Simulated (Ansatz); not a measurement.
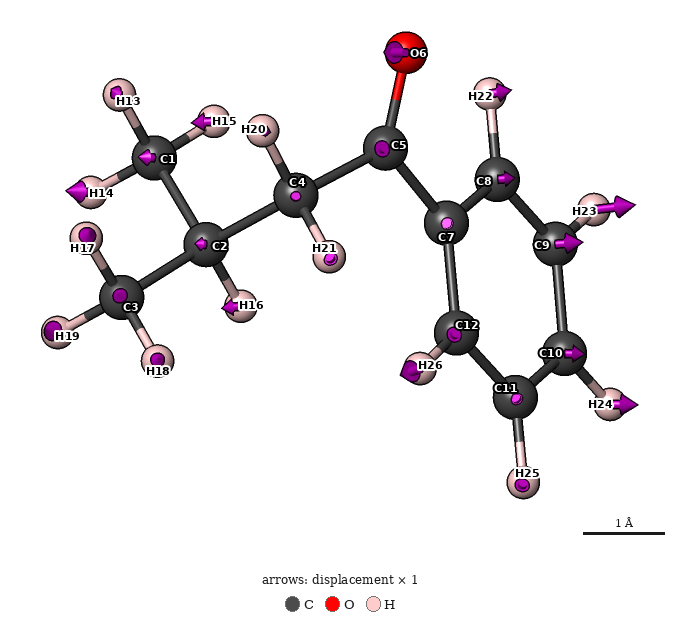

This is a relaxation of C₁₁H₁₄O (coarse preliminary run). The starting structure is drawn; purple arrows show the displacements, at their true length. The two geometries are superimposed by the best rigid fit.

Style: ball-and-stick. Shown at a tilt.

The start comes from a force field.

These are results of RKS PBE-D4/def2-SVP in Ansatz 0.2.0, not measurements. Settings: force threshold 0.03 eV/Å; at most 200 steps.

Question: What happened in the run?

Answer: The energy falls by 0.223 eV in 10 geometry steps. The largest force component goes from 0.88 to 0.019 eV/Å. The largest move after the best rigid fit is that of H23, 0.57 Å. Largest moves by element: H 0.57 Å, O 0.49 Å, C 0.37 Å. Near-neighbour distances that change, for instance: C1–H13 1.088 → 1.111 Å, C10–H24 1.080 → 1.101 Å, C11–C12 1.383 → 1.402 Å, C5–C7 1.487 → 1.506 Å.
